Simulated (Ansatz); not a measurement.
**H3O (doublet): B3LYP, CAM-B3LYP, wB97X-V over a scan of the distance H1–H2 along a hydrogen transfer, 6-31G, part 1 of 2**

How well do these functionals follow the top wave-function level for H3O (doublet) over a scan of the distance H1–H2 along a hydrogen transfer?

The runs use Ansatz 0.2.0, Gaussian basis; 6-31G, all electrons in the functionals.

The runs, in order: B3LYP, CAM-B3LYP, wB97X-V, at 0.693 Å; 0.745 Å; 0.816 Å; 0.886 Å; 0.957 Å; 1.027 Å; 1.098 Å; 1.168 Å; 1.239 Å.

6 further runs of the same task are left out: 6 that didn't finish.

**1. The geometry**

The geometry derives from fragments relaxed apart (PBE0/def2-TZVP) and kept rigid, so it is no stationary point. A hydrogen atom is moved between rigid fragments.

4 atoms, charge 0, spin multiplicity 2.

Atoms are counted from 1 here; the program's logs count them from 0.

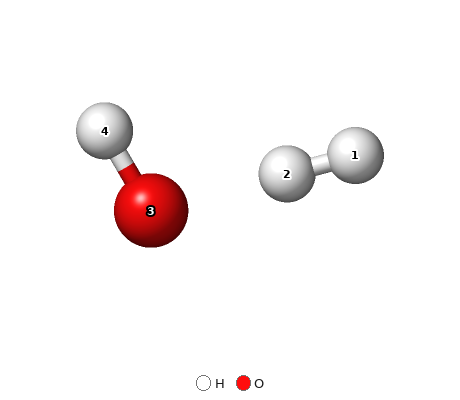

The structure; hydrogen white, oxygen red; atoms are numbered from 1 in the order of the file.

No dispersion term is added; wB97X-V holds VV10 nonlocal correlation. B3LYP takes the VWN-RPA correlation.

The geometry shown and the zero of energy belong to the point 0.745 Å. The yardstick, FCI, and other wave-function levels (R restricted, U unrestricted, valence and pair active spaces) come from earlier runs.

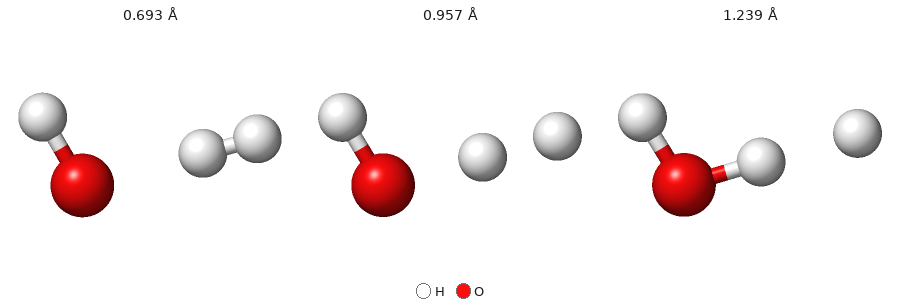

Three points of the scan; sticks are drawn by distance.

**2. B3LYP, 0.693 Å**

Input file in.yaml:

```yaml
crystal:
  periodic: [false, false, false]
  atoms:
    - {symbol: H, position_ang: [-2.042857, 0.049803, 0.000000]}
    - {symbol: H, position_ang: [-1.349857, 0.049803, 0.000000]}
    - {symbol: O, position_ang: [0.186143, 0.049803, 0.000000]}
    - {symbol: H, position_ang: [0.438002, -0.890147, 0.000000]}
basis:
  gaussian: {orbitals: 6-31G}
magnetization: {spin_polarized: true, initial_magnetization: 1}
hamiltonian: {xc: {name: B3LYP}}
```

The run is started by

```bash
ansatz run in.yaml --threads 1 --pin off --events-out ev --progress --plain --max-ram 2393MiB
```

What it wrote, shortened:

```text
Functional definition: B3LYP
  name "B3LYP"
  cite "Stephens, Devlin, Chabalowski & Frisch, J. Phys. Chem. 98, 11623 (1994) doi:10.1021/j100096a001"
  cite "Becke, Phys. Rev. A 38, 3098 (1988) doi:10.1103/PhysRevA.38.3098"
  cite "Lee, Yang & Parr, Phys. Rev. B 37, 785 (1988) doi:10.1103/PhysRevB.37.785"
  cite "Vosko, Wilk & Nusair, Can. J. Phys. 58, 1200 (1980) doi:10.1139/p80-159"
[...]
171 factors; integrals over basis functions are off by at most 1.3e-3 eV
[...]
mean field -2091.90220845 eV, -76.8759882181 hartree, gradient 1.6e-5 eV, S^2 0.753259; 1 other end points of the search recorded, 0 dependent functions left out
reference -2091.90233183 eV, -76.8759927523 hartree; 6, 5 occupied and 9, 10 virtual orbitals, 171 factors
Total energy: -2091.90233183 eV, -76.8759927523 hartree
```

Wall time 0.39 s (1 thread of Arm Neoverse V1, shared host).

From the report: ⟨S²⟩ of the determinant 0.753 (pure doublet: 0.75).

**3. B3LYP, 0.745 Å**

Input file in.yaml:

```yaml
crystal:
  periodic: [false, false, false]
  atoms:
    - {symbol: H, position_ang: [-2.045612, 0.049803, 0.000000]}
    - {symbol: H, position_ang: [-1.300612, 0.049803, 0.000000]}
    - {symbol: O, position_ang: [0.183388, 0.049803, 0.000000]}
    - {symbol: H, position_ang: [0.435246, -0.890147, 0.000000]}
basis:
  gaussian: {orbitals: 6-31G}
magnetization: {spin_polarized: true, initial_magnetization: 1}
hamiltonian: {xc: {name: B3LYP}}
```

Launched as before.

What it wrote, shortened:

```text
Functional definition: B3LYP
  name "B3LYP"
  cite "Stephens, Devlin, Chabalowski & Frisch, J. Phys. Chem. 98, 11623 (1994) doi:10.1021/j100096a001"
  cite "Becke, Phys. Rev. A 38, 3098 (1988) doi:10.1103/PhysRevA.38.3098"
  cite "Lee, Yang & Parr, Phys. Rev. B 37, 785 (1988) doi:10.1103/PhysRevB.37.785"
  cite "Vosko, Wilk & Nusair, Can. J. Phys. 58, 1200 (1980) doi:10.1139/p80-159"
[...]
171 factors; integrals over basis functions are off by at most 1.3e-3 eV
[...]
mean field -2091.98232668 eV, -76.8789325089 hartree, gradient 2.0e-5 eV, S^2 0.754387; 1 other end points of the search recorded, 0 dependent functions left out
reference -2091.98245131 eV, -76.8789370891 hartree; 6, 5 occupied and 9, 10 virtual orbitals, 171 factors
Total energy: -2091.98245131 eV, -76.8789370891 hartree
```

Wall time 0.39 s (1 thread of Arm Neoverse V1, shared host).

From the report: ⟨S²⟩ of the determinant 0.754 (pure doublet: 0.75).

**4. B3LYP, 0.816 Å**

Input file in.yaml:

```yaml
crystal:
  periodic: [false, false, false]
  atoms:
    - {symbol: H, position_ang: [-2.049374, 0.049803, 0.000000]}
    - {symbol: H, position_ang: [-1.233374, 0.049803, 0.000000]}
    - {symbol: O, position_ang: [0.179626, 0.049803, 0.000000]}
    - {symbol: H, position_ang: [0.431485, -0.890147, 0.000000]}
basis:
  gaussian: {orbitals: 6-31G}
magnetization: {spin_polarized: true, initial_magnetization: 1}
hamiltonian: {xc: {name: B3LYP}}
```

The command is unchanged.

What it wrote, shortened:

```text
Functional definition: B3LYP
  name "B3LYP"
  cite "Stephens, Devlin, Chabalowski & Frisch, J. Phys. Chem. 98, 11623 (1994) doi:10.1021/j100096a001"
  cite "Becke, Phys. Rev. A 38, 3098 (1988) doi:10.1103/PhysRevA.38.3098"
  cite "Lee, Yang & Parr, Phys. Rev. B 37, 785 (1988) doi:10.1103/PhysRevB.37.785"
  cite "Vosko, Wilk & Nusair, Can. J. Phys. 58, 1200 (1980) doi:10.1139/p80-159"
[...]
171 factors; integrals over basis functions are off by at most 1.1e-3 eV
[...]
mean field -2091.97891585 eV, -76.8788071632 hartree, gradient 1.3e-5 eV, S^2 0.756629; 1 other end points of the search recorded, 0 dependent functions left out
reference -2091.97904254 eV, -76.8788118189 hartree; 6, 5 occupied and 9, 10 virtual orbitals, 171 factors
Total energy: -2091.97904254 eV, -76.8788118189 hartree
```

It took 0.36 s on 1 thread of Arm Neoverse V1, shared host.

From the report: ⟨S²⟩ of the determinant 0.757 (pure doublet: 0.75).

From 0.745 Å: +0.1 kcal/mol.

**5. B3LYP, 0.886 Å**

Input file in.yaml:

```yaml
crystal:
  periodic: [false, false, false]
  atoms:
    - {symbol: H, position_ang: [-2.053083, 0.049803, 0.000000]}
    - {symbol: H, position_ang: [-1.167083, 0.049803, 0.000000]}
    - {symbol: O, position_ang: [0.175917, 0.049803, 0.000000]}
    - {symbol: H, position_ang: [0.427776, -0.890147, 0.000000]}
basis:
  gaussian: {orbitals: 6-31G}
magnetization: {spin_polarized: true, initial_magnetization: 1}
hamiltonian: {xc: {name: B3LYP}}
```

Same command.

What it wrote, shortened:

```text
Functional definition: B3LYP
  name "B3LYP"
  cite "Stephens, Devlin, Chabalowski & Frisch, J. Phys. Chem. 98, 11623 (1994) doi:10.1021/j100096a001"
  cite "Becke, Phys. Rev. A 38, 3098 (1988) doi:10.1103/PhysRevA.38.3098"
  cite "Lee, Yang & Parr, Phys. Rev. B 37, 785 (1988) doi:10.1103/PhysRevB.37.785"
  cite "Vosko, Wilk & Nusair, Can. J. Phys. 58, 1200 (1980) doi:10.1139/p80-159"
[...]
171 factors; integrals over basis functions are off by at most 9.2e-4 eV
[...]
mean field -2091.92652834 eV, -76.8768819578 hartree, gradient 3.5e-5 eV, S^2 0.759274; 1 other end points of the search recorded, 0 dependent functions left out
reference -2091.92665759 eV, -76.8768867075 hartree; 6, 5 occupied and 9, 10 virtual orbitals, 171 factors
Total energy: -2091.92665759 eV, -76.8768867075 hartree
```

Wall time 0.36 s (1 thread of Arm Neoverse V1, shared host).

From the report: ⟨S²⟩ of the determinant 0.759 (pure doublet: 0.75).

From 0.745 Å: +1.3 kcal/mol.

**6. B3LYP, 0.957 Å**

Input file in.yaml:

```yaml
crystal:
  periodic: [false, false, false]
  atoms:
    - {symbol: H, position_ang: [-2.056845, 0.049803, 0.000000]}
    - {symbol: H, position_ang: [-1.099845, 0.049803, 0.000000]}
    - {symbol: O, position_ang: [0.172155, 0.049803, 0.000000]}
    - {symbol: H, position_ang: [0.424014, -0.890147, 0.000000]}
basis:
  gaussian: {orbitals: 6-31G}
magnetization: {spin_polarized: true, initial_magnetization: 1}
hamiltonian: {xc: {name: B3LYP}}
```

Launched as before.

What it wrote, shortened:

```text
Functional definition: B3LYP
  name "B3LYP"
  cite "Stephens, Devlin, Chabalowski & Frisch, J. Phys. Chem. 98, 11623 (1994) doi:10.1021/j100096a001"
  cite "Becke, Phys. Rev. A 38, 3098 (1988) doi:10.1103/PhysRevA.38.3098"
  cite "Lee, Yang & Parr, Phys. Rev. B 37, 785 (1988) doi:10.1103/PhysRevB.37.785"
  cite "Vosko, Wilk & Nusair, Can. J. Phys. 58, 1200 (1980) doi:10.1139/p80-159"
[...]
171 factors; integrals over basis functions are off by at most 7.8e-4 eV
[...]
mean field -2091.88778621 eV, -76.8754582109 hartree, gradient 2.6e-5 eV, S^2 0.761165; 1 other end points of the search recorded, 0 dependent functions left out
reference -2091.88791841 eV, -76.8754630689 hartree; 6, 5 occupied and 9, 10 virtual orbitals, 171 factors
Total energy: -2091.88791841 eV, -76.8754630689 hartree
```

Wall time 0.36 s (1 thread of Arm Neoverse V1, shared host).

From the report: ⟨S²⟩ of the determinant 0.761 (pure doublet: 0.75).

From 0.745 Å: +2.2 kcal/mol.

**7. B3LYP, 1.027 Å**

Input file in.yaml:

```yaml
crystal:
  periodic: [false, false, false]
  atoms:
    - {symbol: H, position_ang: [-2.060554, 0.049803, 0.000000]}
    - {symbol: H, position_ang: [-1.033554, 0.049803, 0.000000]}
    - {symbol: O, position_ang: [0.168446, 0.049803, 0.000000]}
    - {symbol: H, position_ang: [0.420305, -0.890147, 0.000000]}
basis:
  gaussian: {orbitals: 6-31G}
magnetization: {spin_polarized: true, initial_magnetization: 1}
hamiltonian: {xc: {name: B3LYP}}
```

Same command.

What it wrote, shortened:

```text
Functional definition: B3LYP
  name "B3LYP"
  cite "Stephens, Devlin, Chabalowski & Frisch, J. Phys. Chem. 98, 11623 (1994) doi:10.1021/j100096a001"
  cite "Becke, Phys. Rev. A 38, 3098 (1988) doi:10.1103/PhysRevA.38.3098"
  cite "Lee, Yang & Parr, Phys. Rev. B 37, 785 (1988) doi:10.1103/PhysRevB.37.785"
  cite "Vosko, Wilk & Nusair, Can. J. Phys. 58, 1200 (1980) doi:10.1139/p80-159"
[...]
171 factors; integrals over basis functions are off by at most 6.8e-4 eV
[...]
mean field -2091.89960793 eV, -76.8758926508 hartree, gradient 3.1e-5 eV, S^2 0.760903; 1 other end points of the search recorded, 0 dependent functions left out
reference -2091.89974288 eV, -76.8758976103 hartree; 6, 5 occupied and 9, 10 virtual orbitals, 171 factors
Total energy: -2091.89974288 eV, -76.8758976103 hartree
```

Wall time 0.36 s (1 thread of Arm Neoverse V1, shared host).

From the report: ⟨S²⟩ of the determinant 0.761 (pure doublet: 0.75).

From 0.745 Å: +1.9 kcal/mol.

**8. B3LYP, 1.098 Å**

Input file in.yaml:

```yaml
crystal:
  periodic: [false, false, false]
  atoms:
    - {symbol: H, position_ang: [-2.064316, 0.049803, 0.000000]}
    - {symbol: H, position_ang: [-0.966316, 0.049803, 0.000000]}
    - {symbol: O, position_ang: [0.164684, 0.049803, 0.000000]}
    - {symbol: H, position_ang: [0.416543, -0.890147, 0.000000]}
basis:
  gaussian: {orbitals: 6-31G}
magnetization: {spin_polarized: true, initial_magnetization: 1}
hamiltonian: {xc: {name: B3LYP}}
```

The command is unchanged.

What it wrote, shortened:

```text
Functional definition: B3LYP
  name "B3LYP"
  cite "Stephens, Devlin, Chabalowski & Frisch, J. Phys. Chem. 98, 11623 (1994) doi:10.1021/j100096a001"
  cite "Becke, Phys. Rev. A 38, 3098 (1988) doi:10.1103/PhysRevA.38.3098"
  cite "Lee, Yang & Parr, Phys. Rev. B 37, 785 (1988) doi:10.1103/PhysRevB.37.785"
  cite "Vosko, Wilk & Nusair, Can. J. Phys. 58, 1200 (1980) doi:10.1139/p80-159"
[...]
171 factors; integrals over basis functions are off by at most 6.1e-4 eV
[...]
mean field -2091.96391387 eV, -76.8782558505 hartree, gradient 2.4e-5 eV, S^2 0.758543; 0 other end points of the search recorded, 0 dependent functions left out
reference -2091.96405104 eV, -76.8782608915 hartree; 6, 5 occupied and 9, 10 virtual orbitals, 171 factors
Total energy: -2091.96405104 eV, -76.8782608915 hartree
```

Wall time 0.33 s (1 thread of Arm Neoverse V1, shared host).

From the report: ⟨S²⟩ of the determinant 0.759 (pure doublet: 0.75).

From 0.745 Å: +0.4 kcal/mol.

**9. B3LYP, 1.168 Å**

Input file in.yaml:

```yaml
crystal:
  periodic: [false, false, false]
  atoms:
    - {symbol: H, position_ang: [-2.068025, 0.049803, 0.000000]}
    - {symbol: H, position_ang: [-0.900025, 0.049803, 0.000000]}
    - {symbol: O, position_ang: [0.160975, 0.049803, 0.000000]}
    - {symbol: H, position_ang: [0.412834, -0.890147, 0.000000]}
basis:
  gaussian: {orbitals: 6-31G}
magnetization: {spin_polarized: true, initial_magnetization: 1}
hamiltonian: {xc: {name: B3LYP}}
```

Same command.

What it wrote, shortened:

```text
Functional definition: B3LYP
  name "B3LYP"
  cite "Stephens, Devlin, Chabalowski & Frisch, J. Phys. Chem. 98, 11623 (1994) doi:10.1021/j100096a001"
  cite "Becke, Phys. Rev. A 38, 3098 (1988) doi:10.1103/PhysRevA.38.3098"
  cite "Lee, Yang & Parr, Phys. Rev. B 37, 785 (1988) doi:10.1103/PhysRevB.37.785"
  cite "Vosko, Wilk & Nusair, Can. J. Phys. 58, 1200 (1980) doi:10.1139/p80-159"
[...]
171 factors; integrals over basis functions are off by at most 5.2e-4 eV
[...]
mean field -2092.04265070 eV, -76.8811493757 hartree, gradient 1.1e-5 eV, S^2 0.755604; 0 other end points of the search recorded, 0 dependent functions left out
reference -2092.04278940 eV, -76.8811544730 hartree; 6, 5 occupied and 9, 10 virtual orbitals, 171 factors
Total energy: -2092.04278940 eV, -76.8811544730 hartree
```

It took 0.33 s on 1 thread of Arm Neoverse V1, shared host.

From the report: ⟨S²⟩ of the determinant 0.756 (pure doublet: 0.75).

From 0.745 Å: -1.4 kcal/mol.

**10. B3LYP, 1.239 Å**

Input file in.yaml:

```yaml
crystal:
  periodic: [false, false, false]
  atoms:
    - {symbol: H, position_ang: [-2.071787, 0.049803, 0.000000]}
    - {symbol: H, position_ang: [-0.832787, 0.049803, 0.000000]}
    - {symbol: O, position_ang: [0.157213, 0.049803, 0.000000]}
    - {symbol: H, position_ang: [0.409072, -0.890147, 0.000000]}
basis:
  gaussian: {orbitals: 6-31G}
magnetization: {spin_polarized: true, initial_magnetization: 1}
hamiltonian: {xc: {name: B3LYP}}
```

The command is unchanged.

What it wrote, shortened:

```text
Functional definition: B3LYP
  name "B3LYP"
  cite "Stephens, Devlin, Chabalowski & Frisch, J. Phys. Chem. 98, 11623 (1994) doi:10.1021/j100096a001"
  cite "Becke, Phys. Rev. A 38, 3098 (1988) doi:10.1103/PhysRevA.38.3098"
  cite "Lee, Yang & Parr, Phys. Rev. B 37, 785 (1988) doi:10.1103/PhysRevB.37.785"
  cite "Vosko, Wilk & Nusair, Can. J. Phys. 58, 1200 (1980) doi:10.1139/p80-159"
[...]
171 factors; integrals over basis functions are off by at most 4.2e-4 eV
[...]
mean field -2092.06481258 eV, -76.8819638097 hartree, gradient 5.9e-5 eV, S^2 0.753248; 0 other end points of the search recorded, 0 dependent functions left out
reference -2092.06495239 eV, -76.8819689476 hartree; 6, 5 occupied and 9, 10 virtual orbitals, 171 factors
Total energy: -2092.06495239 eV, -76.8819689476 hartree
```

It took 0.33 s on 1 thread of Arm Neoverse V1, shared host.

From the report: ⟨S²⟩ of the determinant 0.753 (pure doublet: 0.75).

From 0.745 Å: -1.9 kcal/mol.

**11. CAM-B3LYP, 0.693 Å**

Input file in.yaml:

```yaml
crystal:
  periodic: [false, false, false]
  atoms:
    - {symbol: H, position_ang: [-2.042857, 0.049803, 0.000000]}
    - {symbol: H, position_ang: [-1.349857, 0.049803, 0.000000]}
    - {symbol: O, position_ang: [0.186143, 0.049803, 0.000000]}
    - {symbol: H, position_ang: [0.438002, -0.890147, 0.000000]}
basis:
  gaussian: {orbitals: 6-31G}
magnetization: {spin_polarized: true, initial_magnetization: 1}
hamiltonian: {xc: {name: CAM-B3LYP}}
```

Same command.

What it wrote, shortened:

```text
Functional definition: CAM-B3LYP
  name "CAM-B3LYP"
  cite "Yanai, Tew & Handy, Chem. Phys. Lett. 393, 51 (2004) doi:10.1016/j.cplett.2004.06.011"
  cite "Iikura, Tsuneda, Yanai & Hirao, J. Chem. Phys. 115, 3540 (2001) doi:10.1063/1.1383587"
  cite "Becke, Phys. Rev. A 38, 3098 (1988) doi:10.1103/PhysRevA.38.3098"
  cite "Lee, Yang & Parr, Phys. Rev. B 37, 785 (1988) doi:10.1103/PhysRevB.37.785"
[...]
171 factors; integrals over basis functions are off by at most 1.3e-3 eV
93 factors; integrals over basis functions are off by at most 1.0e-5 eV
[...]
mean field -2090.92690320 eV, -76.8401464114 hartree, gradient 3.4e-6 eV, S^2 0.753807; 1 other end points of the search recorded, 0 dependent functions left out
reference -2090.92696368 eV, -76.8401486340 hartree; 6, 5 occupied and 9, 10 virtual orbitals, 171 factors
Total energy: -2090.92696368 eV, -76.8401486340 hartree
```

It took 0.51 s on 1 thread of Arm Neoverse V1, shared host.

From the report: ⟨S²⟩ of the determinant 0.754 (pure doublet: 0.75).

**12. CAM-B3LYP, 0.745 Å**

Input file in.yaml:

```yaml
crystal:
  periodic: [false, false, false]
  atoms:
    - {symbol: H, position_ang: [-2.045612, 0.049803, 0.000000]}
    - {symbol: H, position_ang: [-1.300612, 0.049803, 0.000000]}
    - {symbol: O, position_ang: [0.183388, 0.049803, 0.000000]}
    - {symbol: H, position_ang: [0.435246, -0.890147, 0.000000]}
basis:
  gaussian: {orbitals: 6-31G}
magnetization: {spin_polarized: true, initial_magnetization: 1}
hamiltonian: {xc: {name: CAM-B3LYP}}
```

Same command.

What it wrote, shortened:

```text
Functional definition: CAM-B3LYP
  name "CAM-B3LYP"
  cite "Yanai, Tew & Handy, Chem. Phys. Lett. 393, 51 (2004) doi:10.1016/j.cplett.2004.06.011"
  cite "Iikura, Tsuneda, Yanai & Hirao, J. Chem. Phys. 115, 3540 (2001) doi:10.1063/1.1383587"
  cite "Becke, Phys. Rev. A 38, 3098 (1988) doi:10.1103/PhysRevA.38.3098"
  cite "Lee, Yang & Parr, Phys. Rev. B 37, 785 (1988) doi:10.1103/PhysRevB.37.785"
[...]
171 factors; integrals over basis functions are off by at most 1.3e-3 eV
93 factors; integrals over basis functions are off by at most 9.2e-6 eV
[...]
mean field -2091.00325852 eV, -76.8429524176 hartree, gradient 3.7e-6 eV, S^2 0.755333; 1 other end points of the search recorded, 0 dependent functions left out
reference -2091.00331951 eV, -76.8429546591 hartree; 6, 5 occupied and 9, 10 virtual orbitals, 171 factors
Total energy: -2091.00331951 eV, -76.8429546591 hartree
```

It took 0.48 s on 1 thread of Arm Neoverse V1, shared host.

From the report: ⟨S²⟩ of the determinant 0.755 (pure doublet: 0.75).

**13. CAM-B3LYP, 0.816 Å**

Input file in.yaml:

```yaml
crystal:
  periodic: [false, false, false]
  atoms:
    - {symbol: H, position_ang: [-2.049374, 0.049803, 0.000000]}
    - {symbol: H, position_ang: [-1.233374, 0.049803, 0.000000]}
    - {symbol: O, position_ang: [0.179626, 0.049803, 0.000000]}
    - {symbol: H, position_ang: [0.431485, -0.890147, 0.000000]}
basis:
  gaussian: {orbitals: 6-31G}
magnetization: {spin_polarized: true, initial_magnetization: 1}
hamiltonian: {xc: {name: CAM-B3LYP}}
```

Same command.

What it wrote, shortened:

```text
Functional definition: CAM-B3LYP
  name "CAM-B3LYP"
  cite "Yanai, Tew & Handy, Chem. Phys. Lett. 393, 51 (2004) doi:10.1016/j.cplett.2004.06.011"
  cite "Iikura, Tsuneda, Yanai & Hirao, J. Chem. Phys. 115, 3540 (2001) doi:10.1063/1.1383587"
  cite "Becke, Phys. Rev. A 38, 3098 (1988) doi:10.1103/PhysRevA.38.3098"
  cite "Lee, Yang & Parr, Phys. Rev. B 37, 785 (1988) doi:10.1103/PhysRevB.37.785"
[...]
171 factors; integrals over basis functions are off by at most 1.1e-3 eV
93 factors; integrals over basis functions are off by at most 8.1e-6 eV
[...]
mean field -2090.99236918 eV, -76.8425522417 hartree, gradient 2.0e-5 eV, S^2 0.758507; 1 other end points of the search recorded, 0 dependent functions left out
reference -2090.99243105 eV, -76.8425545155 hartree; 6, 5 occupied and 9, 10 virtual orbitals, 171 factors
Total energy: -2090.99243105 eV, -76.8425545155 hartree
```

It took 0.45 s on 1 thread of Arm Neoverse V1, shared host.

From the report: ⟨S²⟩ of the determinant 0.759 (pure doublet: 0.75).

From 0.745 Å: +0.3 kcal/mol.

**14. CAM-B3LYP, 0.886 Å**

Input file in.yaml:

```yaml
crystal:
  periodic: [false, false, false]
  atoms:
    - {symbol: H, position_ang: [-2.053083, 0.049803, 0.000000]}
    - {symbol: H, position_ang: [-1.167083, 0.049803, 0.000000]}
    - {symbol: O, position_ang: [0.175917, 0.049803, 0.000000]}
    - {symbol: H, position_ang: [0.427776, -0.890147, 0.000000]}
basis:
  gaussian: {orbitals: 6-31G}
magnetization: {spin_polarized: true, initial_magnetization: 1}
hamiltonian: {xc: {name: CAM-B3LYP}}
```

The command is unchanged.

What it wrote, shortened:

```text
Functional definition: CAM-B3LYP
  name "CAM-B3LYP"
  cite "Yanai, Tew & Handy, Chem. Phys. Lett. 393, 51 (2004) doi:10.1016/j.cplett.2004.06.011"
  cite "Iikura, Tsuneda, Yanai & Hirao, J. Chem. Phys. 115, 3540 (2001) doi:10.1063/1.1383587"
  cite "Becke, Phys. Rev. A 38, 3098 (1988) doi:10.1103/PhysRevA.38.3098"
  cite "Lee, Yang & Parr, Phys. Rev. B 37, 785 (1988) doi:10.1103/PhysRevB.37.785"
[...]
171 factors; integrals over basis functions are off by at most 9.2e-4 eV
93 factors; integrals over basis functions are off by at most 7.1e-6 eV
[...]
mean field -2090.93344062 eV, -76.8403866572 hartree, gradient 2.4e-5 eV, S^2 0.762434; 1 other end points of the search recorded, 0 dependent functions left out
reference -2090.93350364 eV, -76.8403889733 hartree; 6, 5 occupied and 9, 10 virtual orbitals, 171 factors
Total energy: -2090.93350364 eV, -76.8403889733 hartree
```

It took 0.45 s on 1 thread of Arm Neoverse V1, shared host.

From the report: ⟨S²⟩ of the determinant 0.762 (pure doublet: 0.75).

From 0.745 Å: +1.6 kcal/mol.

**15. CAM-B3LYP, 0.957 Å**

Input file in.yaml:

```yaml
crystal:
  periodic: [false, false, false]
  atoms:
    - {symbol: H, position_ang: [-2.056845, 0.049803, 0.000000]}
    - {symbol: H, position_ang: [-1.099845, 0.049803, 0.000000]}
    - {symbol: O, position_ang: [0.172155, 0.049803, 0.000000]}
    - {symbol: H, position_ang: [0.424014, -0.890147, 0.000000]}
basis:
  gaussian: {orbitals: 6-31G}
magnetization: {spin_polarized: true, initial_magnetization: 1}
hamiltonian: {xc: {name: CAM-B3LYP}}
```

Launched as before.

What it wrote, shortened:

```text
Functional definition: CAM-B3LYP
  name "CAM-B3LYP"
  cite "Yanai, Tew & Handy, Chem. Phys. Lett. 393, 51 (2004) doi:10.1016/j.cplett.2004.06.011"
  cite "Iikura, Tsuneda, Yanai & Hirao, J. Chem. Phys. 115, 3540 (2001) doi:10.1063/1.1383587"
  cite "Becke, Phys. Rev. A 38, 3098 (1988) doi:10.1103/PhysRevA.38.3098"
  cite "Lee, Yang & Parr, Phys. Rev. B 37, 785 (1988) doi:10.1103/PhysRevB.37.785"
[...]
171 factors; integrals over basis functions are off by at most 7.8e-4 eV
93 factors; integrals over basis functions are off by at most 6.1e-6 eV
[...]
mean field -2090.89428543 eV, -76.8389477303 hartree, gradient 2.6e-5 eV, S^2 0.765293; 1 other end points of the search recorded, 0 dependent functions left out
reference -2090.89434982 eV, -76.8389500969 hartree; 6, 5 occupied and 9, 10 virtual orbitals, 171 factors
Total energy: -2090.89434982 eV, -76.8389500969 hartree
```

Run time: 0.45 s. Hardware: 1 thread of Arm Neoverse V1, shared host.

From the report: ⟨S²⟩ of the determinant 0.765 (pure doublet: 0.75).

From 0.745 Å: +2.5 kcal/mol.

(Continued in part 2 of 2.)
